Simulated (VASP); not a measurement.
Band structure of Se (trig). Calculation: PBE GGA with D3 dispersion (Becke-Johnson damping), VASP's PBE PAW potentials (set 64) (plane waves; VASP 6.6.1).

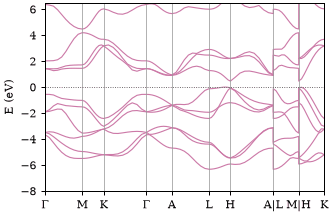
Figure: Bands along high-symmetry lines, zero at the valence-band maximum or, without a gap, the Fermi level

### Question
Read the plot: is there a gap, and where are the band edges?

### Answer
The gap is indirect, 0.46 eV, from the valence maximum at L-H at 0.78 to the conduction minimum at H. (Edges off the drawn lines would not show.)

The compound is Se in the trig structure. It was relaxed first, which changed the volume by -10 %.
